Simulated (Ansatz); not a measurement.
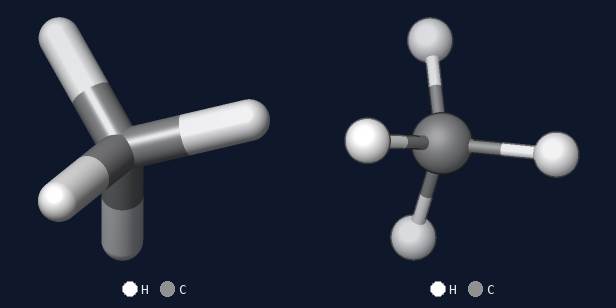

The same structure drawn twice, from different directions.

> Give the formula.

CH4, 5 atoms: 1 carbon and 4 hydrogen.

> How many sets of symmetry-equivalent atoms are there?

2: 4 H, 1 C.

> Which point group does it belong to?

Td.

> How many bonds of each kind are drawn?

4 C–H. Sticks follow a distance rule.

More results for the same structure follow; atom numbers are the same in all pictures, views and colours differ. The geometry was computed by an optimisation with PBE0-D4/def2-TZVP.

**Geometry**

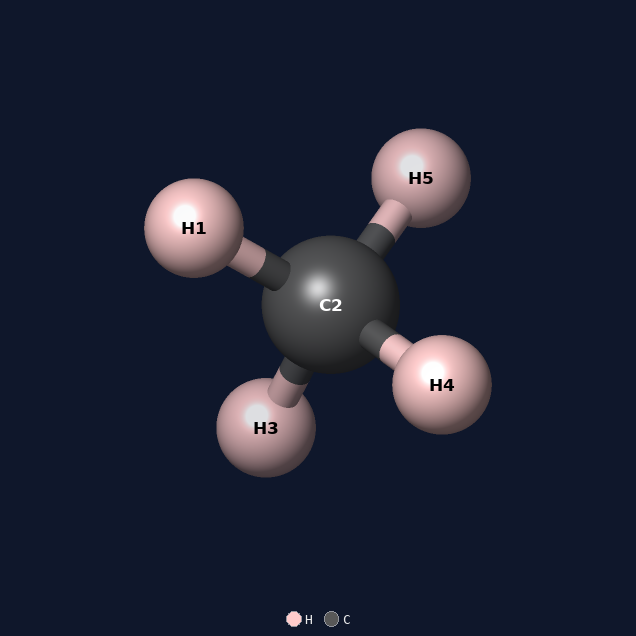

> Describe the coordination of atom 2.

C2 has 4 neighbours (H1 at 1.09, H3 at 1.09, H4 at 1.09, H5 at 1.09 Å); the arrangement is tetrahedral.

**Vibrations**

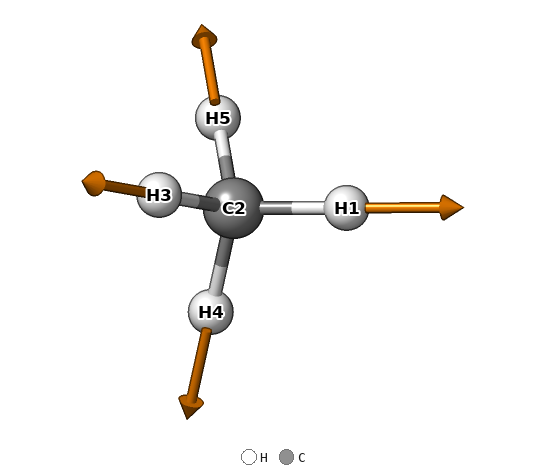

The arrows show one normal mode. Harmonic vibrations computed with RKS PBE0-D4/def2-TZVP (Ansatz 0.2.0) at a stationary point of the same level.

> What kind of motion is it?

Mostly in-phase stretching of 4 C–H bonds.

> Estimate its harmonic wavenumber.

3047 cm⁻¹; it is mode 6 of 9 counted from the lowest.

**Electronic properties**

Method: RKS PBE0-D4/def2-TZVPP (Ansatz 0.2.0).

> Give the HOMO energy (Kohn–Sham orbital) at this level.

−10.98 eV.

> Give the HOMO–LUMO gap at this level.

12.68 eV.

**Charges**

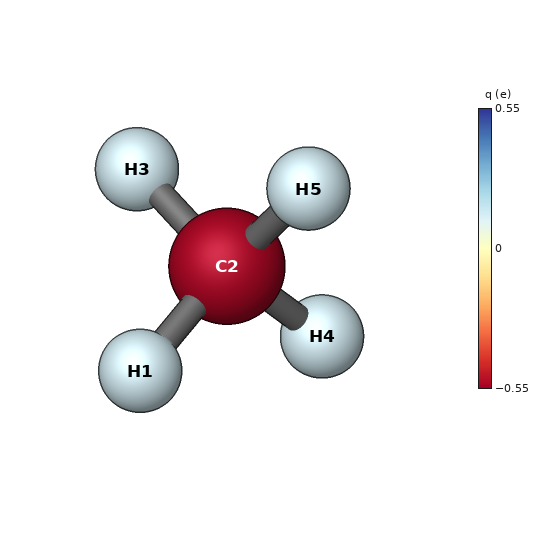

Atoms are coloured by their Mulliken charges. Properties computed with RKS PBE0-D4/def2-TZVP (Ansatz 0.2.0).

Give the Mulliken charges atom by atom.

```json
{"atom": "H1", "value (e)": "0.13"}
{"atom": "C2", "value (e)": "−0.53"}
{"atom": "H3", "value (e)": "0.13"}
{"atom": "H4", "value (e)": "0.13"}
{"atom": "H5", "value (e)": "0.13"}
```

**Thermal motion**

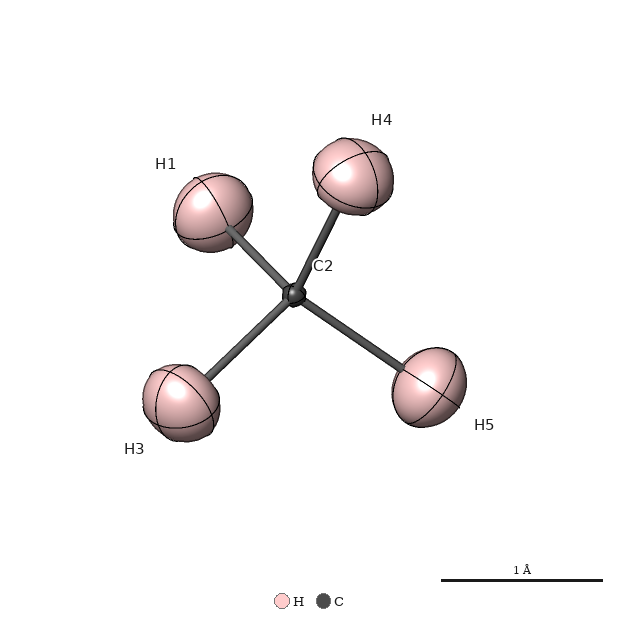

Displacement ellipsoids at the 50 % level, enlarged 2 times, from the internal vibrations of the free molecule (harmonic, no overall translation or rotation; no half-axis is drawn under 0.075 Å). Vibrations computed with RKS PBE0-D4/def2-TZVP (Ansatz 0.2.0). Temperature: 600 K.

> Which atom moves most?

H1, H3, H4, H5, with U_eq = 0.0064 Å².

Give the displacement parameters, one line for each set of equivalent atoms.

```tsv
atom	U_eq (Å²)	rms amplitudes (Å)
H1, H3, H4, H5	0.0064	0.071, 0.084, 0.084
C2	0.00022	0.015, 0.015, 0.015
```

Mulliken values depend strongly on the basis set and can even reverse the polarity of a bond.
